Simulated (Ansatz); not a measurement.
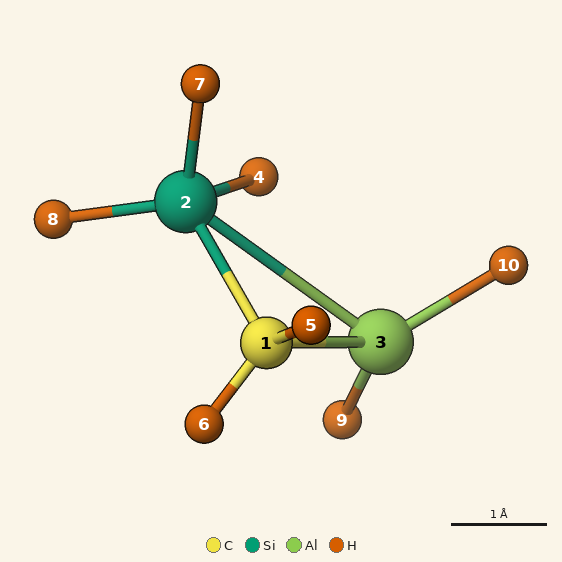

Atoms carry their numbers in the input. The geometry was computed by an optimisation with PBE0-D4/def2-TZVP. No frequency run is at hand to confirm it as a minimum.

### Which bond is the longest?

Si2–Al3, 2.699 Å.
